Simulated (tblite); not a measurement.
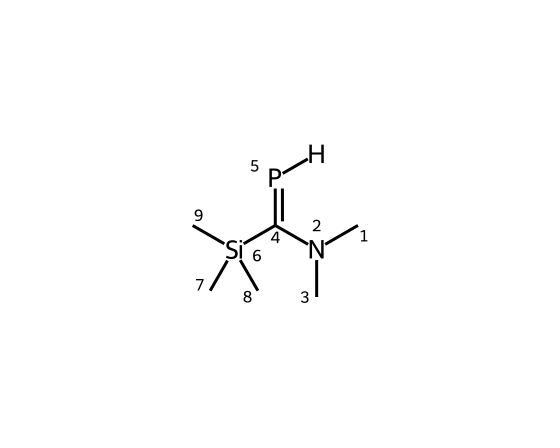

Skeletal drawing with numbered atoms; wedges and dashes mark any stereocentres. The configuration is that of a computed structure (GFN2-xTB).

Give the R/S and E/Z labels.

C4=P5: E.

Give a SMILES with the stereochemistry.

[H]/P=C(\N(C)C)[Si](C)(C)C
